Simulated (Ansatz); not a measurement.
# RbVS3 in I4/mcm, a phase reached by a soft mode: following an unstable mode, part 2 of 3

Aim: this structure of RbVS3 in I4/mcm, a phase reached by a soft mode is to be tested for unstable modes, and one is followed downhill.

Ansatz 0.2.0; DFT PBEsol, scalar-relativistic, plane waves, PAW; PAW set soft_1.

So far. Step 4 (The mode frozen in, largest atomic shift 0.08 Å): The run ends at a pressure of 0.14 GPa, with forces up to 0.033 eV/Å. Step 5 (Energy along the mode, all amplitudes (two of the runs …): The lowest of the steps tried is at 0.08 Å, 0.298 meV/atom below the parent; the bottom of the well need not coincide with a step.

The structure was built from a prototype and need not be the compound's stable phase.

## 6. Relaxing from the distorted cell

Starting from the lowest point found, all atoms and the cell are let go, so that strain and other modes of the same symmetry can join in.

File input.yaml:

```yaml
crystal:
  lattice:
    - [-3.2974602765, 3.2974602765, 4.637940288]
    - [3.2974602765, -3.2974602765, 4.637940288]
    - [3.2974602765, 3.2974602765, -4.637940288]
  atoms:
    - { symbol: Rb, position: [0.7490938344, 0.7509061656, 0.0] }
    - { symbol: Rb, position: [0.2490938344, 0.2509061656, 0.0] }
    - { symbol: V, position: [0.0025676095, 0.4974323905, 0.5] }
    - { symbol: V, position: [0.5085775927, -0.0085775927, 0.5] }
    - { symbol: S, position: [0.7471886943, 0.2528113057, 0.5] }
    - { symbol: S, position: [0.2471886943, 0.7528113057, 0.5] }
    - { symbol: S, position: [0.7384003088, 0.2419155916, 0.9803159004] }
    - { symbol: S, position: [0.2580844084, 0.7615996912, 0.0196840996] }
    - { symbol: S, position: [0.2382880739, 0.2617119261, 0.5] }
    - { symbol: S, position: [0.7579721735, 0.7420278265, 0.5] }
kpoints:
  mp_grid: { grid: [8, 8, 8] }
hamiltonian:
  xc: pbesol
  pseudopotentials: { kind: paw, azcp: { folder: soft_1 }, xc_functional: pbe }
scf:
  occupations: { method: methfessel_paxton, width: 0.2 }
output:
  forces: true
  stress: true
  eigenvalues: true
relax:
  adjacent_minimum: "off"
  f_tol: 0.002
  max_steps: 120
  cell: { stress_tol: 0.03 }
```

Command:

```bash
ansatz run input.yaml --threads 4 --pin off --max-ram 16384MiB --backend cpu --events-out ev --progress --plain --runs-dir out
```

Numbers of over 12 decimals in the logs are rounded to 6 here.

Log:

```text
[...]
Crystal: 10 atoms, lattice volume = 201.718 Å³
Basis set: ecut = 420 eV, 3839 PW (Γ), exchange–correlation on 90×90×90 points (8 copies of the dense FFT grid, shifted against one another)
Bands: 50, of which v1, the nominal top of the filled ones, is band 40 counted from 1 (39 counted from 0)
Symmetry: 4 space group operations
[...]
k-points: 95 of 512 (time reversal used)
[...]
SCF iter   1: F=—  HF=-17522.809676 eV  |F-HF|=—  |Δ(HF+E_count)|=         —  Δρ=3.30e-2  dr2=3.40e0  ethr=3.10e-3  ⟨swp⟩=8.8  Hψ=21247  notcnv=0
[...]
SCF iter   9: F=-17521.713079 eV  HF=-17521.713079 eV  |F-HF|=1.61e-8  |Δ(HF+E_count)|=   3.79e-8  S|Δr|=    0.00e0  Δρ=3.84e-6  dr2=3.99e-8  ethr=1.25e-10  ⟨swp⟩=6.9  Hψ=20729  notcnv=0
SCF 1 converged in 9 iterations: F = -17521.713079 eV  dr2 = 3.99e-8
[...]
relax step   1: F+E_penalty+E_count = -17521.71307926 eV  Δ(F+E_penalty+E_count) = +0.000e0 eV  max|allowed force component| = 2.315e-2 eV/Å  Δτ_max = 0.0000 Å  P = +0.141 GPa  Ω = 201.718 Å³  (9 SCF iters, dr2 threshold 1.00e-7 eV, accepted)
Crystal: 10 atoms, lattice volume = 202.037 Å³
Basis set: ecut = 420 eV, 3863 PW (Γ), exchange–correlation on 90×90×90 points (8 copies of the dense FFT grid, shifted against one another)
[...]
iter 1 solved again at ethr=7.04e-7 eV; its pass at ethr=3.10e-3 eV (dr2=5.63e-4 eV) is discarded
[...]
SCF iter   5: F=-17521.714100 eV  HF=-17521.714100 eV  |F-HF|=1.26e-7  |Δ(HF+E_count)|=   5.02e-7  S|Δr|=    0.00e0  Δρ=7.86e-6  dr2=2.84e-7  ethr=6.03e-10  ⟨swp⟩=5.2  Hψ=21006  notcnv=0
SCF 2 converged in 5 iterations: F = -17521.714100 eV  dr2 = 2.84e-7
relax step   2: F+E_penalty+E_count = -17521.71410009 eV  Δ(F+E_penalty+E_count) = -1.021e-3 eV  max|allowed force component| = 3.338e-2 eV/Å  Δτ_max = 0.0052 Å  P = +0.026 GPa  Ω = 202.037 Å³  energy of the carried Pulay correction = -8.789e-5 eV  (5 SCF iters, dr2 threshold 4.82e-7 eV, accepted)
Crystal: 10 atoms, lattice volume = 202.353 Å³
Basis set: ecut = 420 eV, 3875 PW (Γ), exchange–correlation on 90×90×90 points (8 copies of the dense FFT grid, shifted against one another)
[...]
SCF iter   6: F=-17521.714990 eV  HF=-17521.714990 eV  |F-HF|=4.15e-9  |Δ(HF+E_count)|=   9.46e-9  S|Δr|=    0.00e0  Δρ=3.31e-6  dr2=3.74e-8  ethr=1.14e-10  ⟨swp⟩=6.5  Hψ=20268  notcnv=0
SCF 3 converged in 6 iterations: F = -17521.714990 eV  dr2 = 3.74e-8
[...]
relax step   3: F+E_penalty+E_count = -17521.71498961 eV  Δ(F+E_penalty+E_count) = -8.895e-4 eV  max|allowed force component| = 5.105e-2 eV/Å  Δτ_max = 0.0079 Å  P = -0.045 GPa  Ω = 202.353 Å³  energy of the carried Pulay correction = -1.751e-4 eV  (6 SCF iters, dr2 threshold 9.09e-8 eV, accepted)
[... from here on, the SCF cycles and remarks between the steps are left out ...]
relax step   4: F+E_penalty+E_count = -17521.71684331 eV  Δ(F+E_penalty+E_count) = -1.854e-3 eV  max|allowed force component| = 6.562e-2 eV/Å  Δτ_max = 0.0187 Å  P = +0.017 GPa  Ω = 202.469 Å³  energy of the carried Pulay correction = -2.071e-4 eV  (6 SCF iters, dr2 threshold 1.63e-7 eV, accepted)
relax step   5: F+E_penalty+E_count = -17521.76669165 eV  Δ(F+E_penalty+E_count) = -4.985e-2 eV  max|allowed force component| = 5.127e-1 eV/Å  Δτ_max = 0.1952 Å  P = +1.320 GPa  Ω = 203.437 Å³  energy of the carried Pulay correction = -4.725e-4 eV  (8 SCF iters, dr2 threshold 2.69e-7 eV, accepted)
relax step   6: F+E_penalty+E_count = -17521.79493378 eV  Δ(F+E_penalty+E_count) = -2.824e-2 eV  max|allowed force component| = 1.589e0 eV/Å  Δτ_max = 0.1956 Å  P = +2.942 GPa  Ω = 205.527 Å³  energy of the carried Pulay correction = -1.041e-3 eV  (7 SCF iters, dr2 threshold 1.00e-6 eV, accepted)
relax step   7: F+E_penalty+E_count = -17521.93222764 eV  Δ(F+E_penalty+E_count) = -1.373e-1 eV  max|allowed force component| = 9.671e-1 eV/Å  Δτ_max = 0.1928 Å  P = -0.403 GPa  Ω = 215.116 Å³  energy of the carried Pulay correction = -3.579e-3 eV  (8 SCF iters, dr2 threshold 1.00e-6 eV, accepted)
relax step   8: F+E_penalty+E_count = -17521.94773810 eV  Δ(F+E_penalty+E_count) = -1.551e-2 eV  max|allowed force component| = 8.502e-1 eV/Å  Δτ_max = 0.1946 Å  P = -1.329 GPa  Ω = 213.637 Å³  energy of the carried Pulay correction = -3.195e-3 eV  (7 SCF iters, dr2 threshold 1.00e-6 eV, accepted)
relax step   9: F+E_penalty+E_count = -17522.06060896 eV  Δ(F+E_penalty+E_count) = -1.129e-1 eV  max|allowed force component| = 4.222e-1 eV/Å  Δτ_max = 0.0655 Å  P = -0.622 GPa  Ω = 214.213 Å³  energy of the carried Pulay correction = -3.345e-3 eV  (6 SCF iters, dr2 threshold 1.00e-6 eV, accepted)
relax step  10: F+E_penalty+E_count = -17522.10245829 eV  Δ(F+E_penalty+E_count) = -4.185e-2 eV  max|allowed force component| = 1.156e0 eV/Å  Δτ_max = 0.1063 Å  P = +0.752 GPa  Ω = 217.904 Å³  energy of the carried Pulay correction = -4.295e-3 eV  (7 SCF iters, dr2 threshold 1.00e-6 eV, accepted)
relax step  11: F+E_penalty+E_count = -17522.19821965 eV  Δ(F+E_penalty+E_count) = -9.576e-2 eV  max|allowed force component| = 2.190e-1 eV/Å  Δτ_max = 0.0539 Å  P = -0.335 GPa  Ω = 220.479 Å³  energy of the carried Pulay correction = -4.948e-3 eV  (7 SCF iters, dr2 threshold 1.00e-6 eV, accepted)
relax step  12: F+E_penalty+E_count = -17522.20274221 eV  Δ(F+E_penalty+E_count) = -4.523e-3 eV  max|allowed force component| = 3.693e-2 eV/Å  Δτ_max = 0.0300 Å  P = -0.030 GPa  Ω = 221.265 Å³  energy of the carried Pulay correction = -5.146e-3 eV  (6 SCF iters, dr2 threshold 1.00e-6 eV, accepted)
relax step  13: F+E_penalty+E_count = -17522.20411187 eV  Δ(F+E_penalty+E_count) = -1.370e-3 eV  max|allowed force component| = 1.448e-2 eV/Å  Δτ_max = 0.0123 Å  P = +0.069 GPa  Ω = 220.450 Å³  energy of the carried Pulay correction = -4.941e-3 eV  (6 SCF iters, dr2 threshold 8.53e-8 eV, accepted)
relax step  14: F+E_penalty+E_count = -17522.20419555 eV  Δ(F+E_penalty+E_count) = -8.368e-5 eV  max|allowed force component| = 7.900e-3 eV/Å  Δτ_max = 0.0019 Å  P = +0.011 GPa  Ω = 220.635 Å³  energy of the carried Pulay correction = -4.988e-3 eV  (5 SCF iters, dr2 threshold 4.08e-8 eV, accepted)
relax step  15: F+E_penalty+E_count = -17522.20213396 eV  Δ(F+E_penalty+E_count) = +2.062e-3 eV  max|allowed force component| = 2.190e-2 eV/Å  Δτ_max = 0.0316 Å  P = +0.058 GPa  Ω = 219.912 Å³  energy of the carried Pulay correction = -4.805e-3 eV  (8 SCF iters, dr2 threshold 4.80e-9 eV, rejected (line search))
relax step  16: F+E_penalty+E_count = -17522.20417997 eV  Δ(F+E_penalty+E_count) = +1.558e-5 eV  max|allowed force component| = 1.214e-2 eV/Å  Δτ_max = 0.0071 Å  P = -0.015 GPa  Ω = 220.607 Å³  energy of the carried Pulay correction = -4.981e-3 eV  (11 SCF iters, rejected (line search))
relax step  17: F+E_penalty+E_count = -17522.20424274 eV  Δ(F+E_penalty+E_count) = -4.719e-5 eV  max|allowed force component| = 5.417e-3 eV/Å  Δτ_max = 0.0033 Å  P = +0.001 GPa  Ω = 220.696 Å³  energy of the carried Pulay correction = -5.003e-3 eV  (9 SCF iters, accepted)
relax step  18: F+E_penalty+E_count = -17522.20423023 eV  Δ(F+E_penalty+E_count) = +1.251e-5 eV  max|allowed force component| = 1.454e-2 eV/Å  Δτ_max = 0.0009 Å  P = -0.020 GPa  Ω = 220.667 Å³  energy of the carried Pulay correction = -4.996e-3 eV  (6 SCF iters, dr2 threshold 1.83e-9 eV, rejected (line search))
relax step  19: F+E_penalty+E_count = -17522.20424998 eV  Δ(F+E_penalty+E_count) = -7.241e-6 eV  max|allowed force component| = 9.944e-4 eV/Å  Δτ_max = 0.0004 Å  P = +0.001 GPa  Ω = 220.682 Å³  energy of the carried Pulay correction = -5.000e-3 eV  (8 SCF iters, accepted)
relax step  20: F+E_penalty+E_count = -17522.23408695 eV  Δ(F+E_penalty+E_count) = -2.984e-2 eV  max|allowed force component| = 4.769e-3 eV/Å  Δτ_max = 0.0000 Å  P = +0.178 GPa  Ω = 220.682 Å³  stress off target by 4.73e-1 GPa  SCF on the basis re-selected at this cell (its energy is not comparable with the rows above)  (8 SCF iters)
relax step  21: F+E_penalty+E_count = -17522.23783834 eV  Δ(F+E_penalty+E_count) = -3.751e-3 eV  max|allowed force component| = 1.958e-2 eV/Å  Δτ_max = 0.0136 Å  P = -0.021 GPa  Ω = 222.813 Å³  energy of the carried Pulay correction = -4.817e-4 eV  (6 SCF iters, dr2 threshold 5.60e-7 eV, accepted)
relax step  22: F+E_penalty+E_count = -17522.23956008 eV  Δ(F+E_penalty+E_count) = -1.722e-3 eV  max|allowed force component| = 2.933e-2 eV/Å  Δτ_max = 0.0253 Å  P = +0.074 GPa  Ω = 223.847 Å³  energy of the carried Pulay correction = -6.860e-4 eV  (7 SCF iters, dr2 threshold 7.27e-8 eV, accepted)
relax step  23: F+E_penalty+E_count = -17522.23975770 eV  Δ(F+E_penalty+E_count) = -1.976e-4 eV  max|allowed force component| = 1.566e-2 eV/Å  Δτ_max = 0.0074 Å  P = -0.020 GPa  Ω = 224.564 Å³  energy of the carried Pulay correction = -8.564e-4 eV  (7 SCF iters, dr2 threshold 6.25e-8 eV, accepted)
relax step  24: F+E_penalty+E_count = -17522.23899585 eV  Δ(F+E_penalty+E_count) = +7.619e-4 eV  max|allowed force component| = 2.489e-2 eV/Å  Δτ_max = 0.0178 Å  P = +0.039 GPa  Ω = 223.945 Å³  energy of the carried Pulay correction = -7.120e-4 eV  (7 SCF iters, dr2 threshold 1.53e-8 eV, rejected (line search))
relax step  25: F+E_penalty+E_count = -17522.23985645 eV  Δ(F+E_penalty+E_count) = -9.875e-5 eV  max|allowed force component| = 8.231e-3 eV/Å  Δτ_max = 0.0035 Å  P = -0.025 GPa  Ω = 224.377 Å³  energy of the carried Pulay correction = -8.130e-4 eV  (10 SCF iters, accepted)
relax step  26: F+E_penalty+E_count = -17522.23987700 eV  Δ(F+E_penalty+E_count) = -2.055e-5 eV  max|allowed force component| = 5.046e-3 eV/Å  Δτ_max = 0.0009 Å  P = +0.001 GPa  Ω = 224.327 Å³  energy of the carried Pulay correction = -8.008e-4 eV  (6 SCF iters, dr2 threshold 4.23e-9 eV, accepted)
relax step  27: F+E_penalty+E_count = -17522.23988285 eV  Δ(F+E_penalty+E_count) = -5.846e-6 eV  max|allowed force component| = 2.658e-3 eV/Å  Δτ_max = 0.0006 Å  P = +0.004 GPa  Ω = 224.327 Å³  energy of the carried Pulay correction = -8.005e-4 eV  (6 SCF iters, dr2 threshold 1.59e-9 eV, accepted)
relax step  28: F+E_penalty+E_count = -17522.23987761 eV  Δ(F+E_penalty+E_count) = +5.238e-6 eV  max|allowed force component| = 2.127e-3 eV/Å  Δτ_max = 0.0007 Å  P = +0.000 GPa  Ω = 224.360 Å³  energy of the carried Pulay correction = -8.084e-4 eV  (6 SCF iters, dr2 threshold 4.42e-10 eV, accepted)
relax step  29: F+E_penalty+E_count = -17522.23987820 eV  Δ(F+E_penalty+E_count) = -5.869e-7 eV  max|allowed force component| = 1.472e-3 eV/Å  Δτ_max = 0.0004 Å  P = -0.001 GPa  Ω = 224.361 Å³  energy of the carried Pulay correction = -8.086e-4 eV  (6 SCF iters, dr2 threshold 2.83e-10 eV, accepted)
[...]
SCF iter   1: F=—  HF=-17522.239821 eV  |F-HF|=—  |Δ(HF+E_count)|=         —  Δρ=2.73e-4  dr2=3.70e-6  ethr=4.97e-6  ⟨swp⟩=3.1  Hψ=32730  notcnv=0
eigensolver tolerance schedule: the retry pair's looser diagonalisation over-reported the residual by 1074.18 of it (diagonalisation noise at an unbounded share of the residual, at the tolerance the schedule requests for it); recorded, not acted on — ethr = c·dr2/N_el stays at c = 1.0e-1
SCF iter   2: F=—  HF=-17522.240568 eV  |F-HF|=—  |Δ(HF+E_count)|=   7.48e-4  S|Δr|=    0.00e0  Δρ=1.38e-4  dr2=9.63e-7  ethr=4.62e-9  ⟨swp⟩=3.0  Hψ=9459  notcnv=0
[...]
SCF iter   7: F=-17522.240837 eV  HF=-17522.240837 eV  |F-HF|=7.28e-12  |Δ(HF+E_count)|=  3.64e-12  S|Δr|=    0.00e0  Δρ=4.84e-8  dr2=1.03e-11  ethr=1.00e-12  ⟨swp⟩=4.9  Hψ=15048  notcnv=0
SCF 30 converged in 7 iterations: F = -17522.240837 eV  dr2 = 1.03e-11
relax step  30: F+E_penalty+E_count = -17522.24083674 eV  Δ(F+E_penalty+E_count) = -9.585e-4 eV  max|allowed force component| = 1.425e-3 eV/Å  Δτ_max = 0.0000 Å  P = +0.002 GPa  Ω = 224.361 Å³  stress off target by 8.20e-3 GPa  SCF on the basis re-selected at this cell (its energy is not comparable with the rows above)  (7 SCF iters)
[...]
SCF converged after 7 iterations
[...]
Free energy (F): -17522.240837 eV
[...]
Internal energy: -17522.268207 eV  (E = F + TS)
E sigma→0 (E₀):  -17522.247679 eV
Entropy (-TS):   0.027370 eV (2.737 meV/atom)
Fermi energy:    6.818945 eV
[...]
--- Forces (eV/Å), atoms counted from 1 ---
  atom   1  Rb     0.00006106    -0.00006106    -0.00000000
  atom   2  Rb     0.00006106    -0.00006106     0.00000000
  atom   3  V     -0.00142497     0.00142497     0.00000000
  atom   4  V      0.00045103    -0.00045103     0.00000000
  atom   5  S      0.00008560    -0.00008560    -0.00075317
  atom   6  S      0.00008560    -0.00008560     0.00075317
  atom   7  S     -0.00046930    -0.00010664     0.00000000
  atom   8  S      0.00010664     0.00046930     0.00000000
  atom   9  S      0.00106952    -0.00106952     0.00000000
  atom  10  S     -0.00002595     0.00002595     0.00000000
  max |Σ_I F_I| component: 2.87e-7 eV/Å
--- Stress (GPa, compression-positive) ---
        0.003801      -0.004398       0.000000
       -0.004398       0.003801      -0.000000
        0.000000      -0.000000      -0.000450
  P = ⅓ Tr σ = 0.0024 GPa (0.024 kbar)
--- Band table (eV; the first three rows and the last of 95) ---
  k-point 0: bands = [... 36 lower, 5.9911, 5.9913, 6.1685, 6.1689, 7.2346, 7.2350, 7.5786, 7.5839, ... 6 higher]
  k-point 1: bands = [... 36 lower, 5.8093, 5.9748, 6.0123, 6.6853, 7.1633, 7.1857, 7.2957, 7.2981, ... 6 higher]
  k-point 2: bands = [... 36 lower, 5.3227, 5.5115, 5.9292, 6.3938, 6.9058, 7.1294, 7.2051, 7.2735, ... 6 higher]
  k-point 94: bands = [... 36 lower, 4.5557, 4.7366, 4.8603, 5.8724, 7.0423, 7.5052, 7.7289, 7.7798, ... 6 higher]
--- Relaxed structure (28 steps of the walk, 24 accepted, 2 SCFs on fresh bases) ---
  F+E_penalty+E_count = -17522.24083674 eV   max|allowed force component| = 1.425e-3 eV/Å   (the final SCF, on the basis selected at the relaxed cell)
  cell:  # Å, volume = 224.3612 Å³
    - [-3.935761, 3.935761, 4.489503]
    - [3.935761, -3.935761, 4.489503]
    - [3.174394, 3.174394, -4.489503]
  atoms:
    - { symbol: Rb, position: [0.754384, 0.745616, 0.0] }
    - { symbol: Rb, position: [0.254384, 0.245616, 0.0] }
    - { symbol: V, position: [0.039730, 0.460270, 0.5] }
    - { symbol: V, position: [0.539733, -0.039733, 0.500000] }
    - { symbol: S, position: [0.744390, 0.265666, 0.500000] }
    - { symbol: S, position: [0.234334, 0.755610, 0.5] }
    - { symbol: S, position: [0.734310, 0.255650, 0.989960] }
    - { symbol: S, position: [0.244350, 0.765690, 0.010040] }
    - { symbol: S, position: [0.225423, 0.274577, 0.5] }
    - { symbol: S, position: [0.725417, 0.774583, 0.5] }
```

Wall time 13 min (4 threads of Arm Neoverse V1, shared host); peak memory 0.96 GiB; 50 min of CPU time.

Step by step (22 of 30):

| step | energy less that of the first step (eV) | largest force component (eV/Å) | pressure (GPa) | volume (Å³) |
| --- | --- | --- | --- | --- |
| 1 | 0.0000 | 0.0232 | 0.14 | 201.72 |
| 2 | -0.0010 | 0.0334 | 0.03 | 202.04 |
| 4 | -0.0038 | 0.0656 | 0.02 | 202.47 |
| 5 | -0.0536 | 0.5127 | 1.32 | 203.44 |
| 7 | -0.2191 | 0.9671 | -0.40 | 215.12 |
| 8 | -0.2347 | 0.8502 | -1.33 | 213.64 |
| 9 | -0.3475 | 0.4222 | -0.62 | 214.21 |
| 11 | -0.4851 | 0.2190 | -0.33 | 220.48 |
| 12 | -0.4897 | 0.0369 | -0.03 | 221.27 |
| 13 | -0.4910 | 0.0145 | 0.07 | 220.45 |
| 15 | -0.4891 | 0.0219 | 0.06 | 219.91 |
| 16 | -0.4911 | 0.0121 | -0.02 | 220.61 |
| 18 | -0.4912 | 0.0145 | -0.02 | 220.67 |
| 19 | -0.4912 | 0.0010 | 0.00 | 220.68 |
| 20* | -0.5210 | 0.0048 | 0.18 | 220.68 |
| 22 | -0.5265 | 0.0293 | 0.07 | 223.85 |
| 23 | -0.5267 | 0.0157 | -0.02 | 224.56 |
| 24 | -0.5259 | 0.0249 | 0.04 | 223.95 |
| 26 | -0.5268 | 0.0050 | 0.00 | 224.33 |
| 27 | -0.5268 | 0.0027 | 0.00 | 224.33 |
| 29 | -0.5268 | 0.0015 | 0.00 | 224.36 |
| 30* | -0.5278 | 0.0014 | 0.00 | 224.36 |

Relaxation steps marked * repeat the geometry before them on a plane-wave basis chosen anew for their cell, so energy and pressure can jump there. Other such steps can lie between the rows shown. Relaxation steps 15, 16, 18, 24 were tried and not accepted.

Forces are held to the 4 operations that the run works with; a distortion that breaks them can't arise in this run.

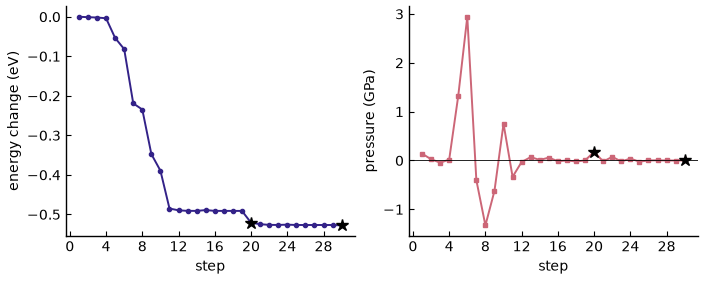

Energy and pressure along the relaxation. Stars mark steps on a basis chosen anew.

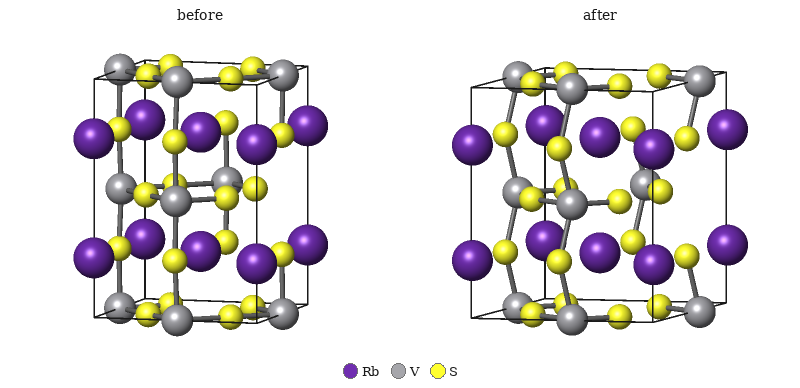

The structure before and after the relaxation, drawn at the same scale.

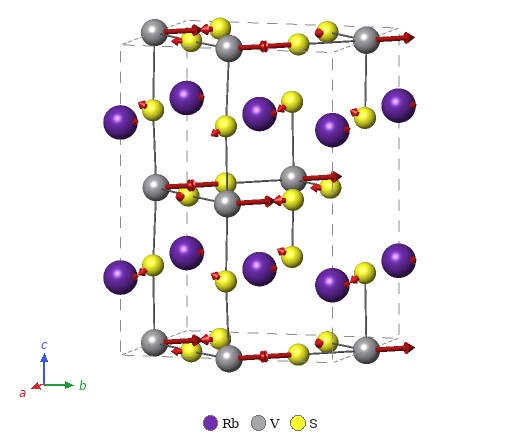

Displacements in the relaxation, exaggerated, measured against the changing cell; the longest in the cell stands for 0.41 Å. Some periodic images of atoms are drawn too.

| cell as run | before | after | change |
| --- | --- | --- | --- |
| a (Å) | 6.577 | 7.151 | +8.7 % |
| b (Å) | 6.577 | 7.151 | +8.7 % |
| c (Å) | 6.577 | 6.349 | -3.5 % |
| α (°) | 119.82 | 116.36 | -2.9 % |
| β (°) | 119.82 | 116.36 | -2.9 % |
| γ (°) | 90.31 | 102.22 | +13.2 % |
| volume (Å³/atom) | 20.17 | 22.44 | +11.2 % |

The atoms that moved most (Å, as changes of fractional coordinates times the final cell):

| atom | dx | dy | dz | length |
| --- | --- | --- | --- | --- |
| V3 | -0.293 | 0.293 | 0.000 | 0.414 |
| S10 | 0.256 | -0.256 | 0.000 | 0.362 |
| V4 | -0.245 | 0.245 | 0.000 | 0.347 |
| S9 | 0.101 | -0.101 | 0.000 | 0.143 |
| S8 | 0.040 | -0.101 | 0.000 | 0.108 |
| S7 | 0.101 | -0.040 | 0.000 | 0.108 |
| S6 | 0.062 | -0.062 | -0.045 | 0.098 |
| S5 | 0.062 | -0.062 | 0.045 | 0.098 |

Numbers from this step:

```yaml
pressure: 0.002384 GPa
volume_per_atom: 22.44 Å³
```

The distorted start has space group Fmm2; the relaxation ends in I4cm.

## 7. The new phase in its own primitive cell

The relaxed structure is symmetrised, reduced to its primitive cell and relaxed tightly, as its phonons need.

input.yaml, the sections that differ from step 6:

```yaml
crystal:
  lattice:
    - [-3.1744758154, 3.1744758154, 5.5660072306]
    - [3.1744758154, -3.1744758154, 5.5660072306]
    - [3.1744758154, 3.1744758154, -5.5660072306]
  atoms:
    - { symbol: Rb, position: [0.7543838961, 0.7543838961, 0.0] }
    - { symbol: Rb, position: [0.2543838961, 0.2543838961, 0.0] }
    - { symbol: V, position: [0.0397304467, 0.5397304467, 0.5] }
    - { symbol: V, position: [0.5397304467, 0.0397304467, 0.5] }
    - { symbol: S, position: [0.7443899208, 0.2443899208, 0.0100555014] }
    - { symbol: S, position: [0.2343344194, 0.7343344194, 0.9899444986] }
    - { symbol: S, position: [0.7343344194, 0.7443899208, 0.5] }
    - { symbol: S, position: [0.2443899208, 0.2343344194, 0.5] }
    - { symbol: S, position: [0.2254225211, 0.7254225211, 0.5] }
    - { symbol: S, position: [0.7254225211, 0.2254225211, 0.5] }
relax:
  adjacent_minimum: "off"
  f_tol: 0.001
  max_steps: 60
  cell: { stress_tol: 0.01 }
# kpoints, hamiltonian, scf, output: as in step 6
```

Log:

```text
[...]
Crystal: 10 atoms, lattice volume = 224.361 Å³
Basis set: ecut = 420 eV, 4395 PW (Γ), exchange–correlation on 96×96×96 points (8 copies of the dense FFT grid, shifted against one another)
Bands: 50, of which v1, the nominal top of the filled ones, is band 40 counted from 1 (39 counted from 0)
Symmetry: 8 space group operations
[...]
k-points: 59 of 512 (time reversal used)
[...]
- { symbol: V, position: [0.039742, 0.539742, 0.5] }
    - { symbol: V, position: [0.539742, 0.039742, 0.5] }
    - { symbol: S, position: [0.744381, 0.244381, 0.010041] }
    - { symbol: S, position: [0.234340, 0.734340, 0.989959] }
    - { symbol: S, position: [0.734340, 0.744381, 0.5] }
    - { symbol: S, position: [0.244381, 0.234340, 0.5] }
    - { symbol: S, position: [0.225292, 0.725292, 0.5] }
    - { symbol: S, position: [0.725292, 0.225292, 0.5] }
[key lines of the parts left out:]
SCF converged after 10 iterations
Free energy (F): -17522.240839 eV
Fermi energy:    6.813804 eV
P = ⅓ Tr σ = -0.0019 GPa (-0.019 kbar)
```

Elapsed: 91 s, on 4 threads; peak memory 0.8 GiB.

Little changed from the start: no atom moved by 0.005 Å and no cell edge by 0.1 %.

Numbers from this step:

```yaml
pressure: -0.001904 GPa
volume_per_atom: 22.45 Å³
```

The largest force component left is 0.84 meV/Å and the pressure is -0.002 GPa, within the tolerances set. The cell now holds 22.45 Å³/atom.

[end of part 2 of 3]

[Logs are printed without paths, hosts, clocks, repeated set-up lines and the standing remarks that a program may print on its own settings, such as how far it seeks lower states.]

[Hosts, paths, dates, database ids (printed as entryN), source tags and the programs' standing remarks are cut or masked in the printed files.]
